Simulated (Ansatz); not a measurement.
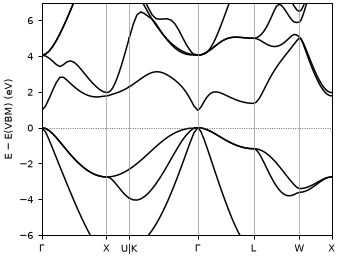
Figure: Band structure from r²SCAN (plane waves, PAW; program Ansatz)

Question: Read off the gap and where the band edges lie.

Answer: About 1.0 eV (0.97 eV by a search for the band edges); maximum at Γ, minimum at Γ.

Question: Which of these materials gives this?
(A) InAs, zinc blende
(B) GaAs, zinc blende
(C) GaSb, zinc blende
(D) GaN, zinc blende

Answer: B, GaAs, zinc blende

Space group F-43m (zinc blende). The r²SCAN relaxation kept the symmetry of its start; phonons on a q-mesh show no instability. Scalar-relativistic: spin–orbit coupling is off unless named, which matters more the heavier the elements.

Potentials: the earlier of the program's two PAW sets.
